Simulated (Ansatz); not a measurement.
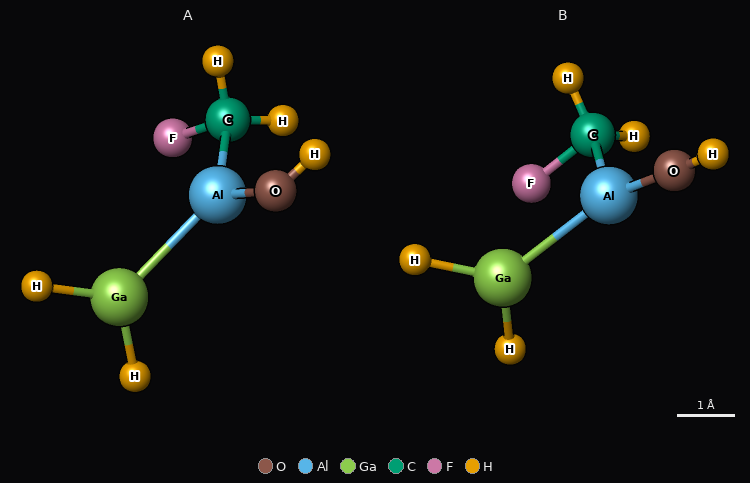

Two geometries of CH5AlFGaO, drawn at one scale. One is the start of a relaxation, the other its converged end. Style: ball-and-stick. Shown from a free direction.

Method: RKS PBE0-D4/def2-TZVP in Ansatz. Set-up: force threshold 0.005 eV/Å; at most 150 steps.

Question: Which geometry has the lower energy?

Answer: Structure A is the relaxed one. The start comes from GFN2-xTB. After 18 accepted moves (19 points after the start) the energy has fallen by 6.87 kcal/mol. The largest force component goes from 1.2 to 0.0025 eV/Å. The line search rejected the trial step at point 13 of the run. The largest move after the best rigid fit is that of the F atom, 1.04 Å. Largest moves by element: F 1.04 Å, H 0.75 Å, O 0.57 Å, Al 0.50 Å, Ga 0.45 Å, C 0.34 Å. Some distances before and after: F–Ga 2.280 → 3.765 Å, Al–C 2.096 → 1.990 Å, Al–O 1.637 → 1.701 Å, C–F 1.458 → 1.408 Å. Bond angles that change, for instance: Al–O–H 176.9° → 126.1°, Ga–Al–C 86.0° → 120.6°, O–Al–Ga 153.2° → 119.2°. Cost: 94 s on 4 threads of Arm Neoverse V2, with other jobs on the host.
